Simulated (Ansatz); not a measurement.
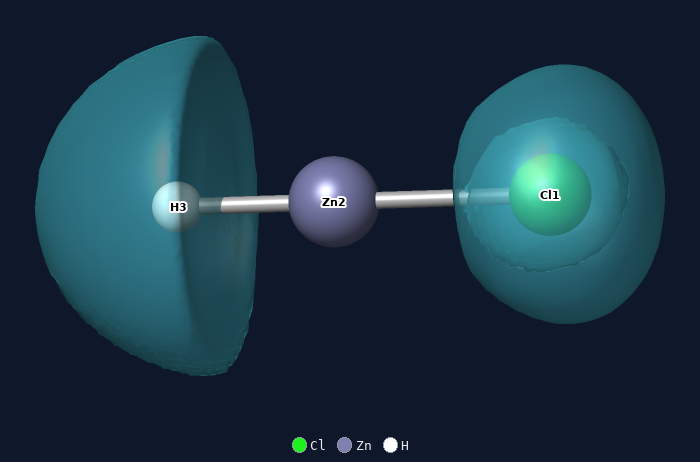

Figure 1: ClHZn (SMILES [Cl][ZnH]). Isosurface of the electron localisation function at 0.8 (cyan), seen from one side. Only the valence region is drawn (cores and ρ < 0.01 e/Å³ removed).

Geometry: PBE0-D4/def2-TZVP.

These are results of isolated molecule in a Gaussian basis; Hartree-Fock (Ansatz 0.2.0), not measurements.

Input

```
crystal:
  periodic: [false, false, false]
  atoms:
    - symbol: Cl
      position_ang: [1.621600, -0.593300, 0.815700]
    - symbol: Zn
      position_ang: [-0.168900, 0.036300, -0.087800]
    - symbol: H
      position_ang: [-1.463600, 0.492300, -0.741100]
basis:
  gaussian:
    orbitals: def2-SVP
output: {forces: true, orbitals: {seedname: orbitals}}
accuracy: high
hamiltonian:
  xc: hf
```

Command:

```sh
ansatz run input.yaml --threads 1 --pin off --max-ram 2610MiB --events-out events.jsonl --progress --plain --runs-dir runs
```

> What do the ELF domains correspond to?

The ELF exceeds this value in one region around a hydrogen nucleus and one region wrapped around Cl (its valence shell). Profiles from the grid: Zn–Cl (2.10 Å): the ELF peaks at about 0.80 in the valence shell of Cl, 0.8 Å from its nucleus, and is about 0.45 at the midpoint. Zn–H (1.52 Å): the ELF climbs to about 1 towards the hydrogen.
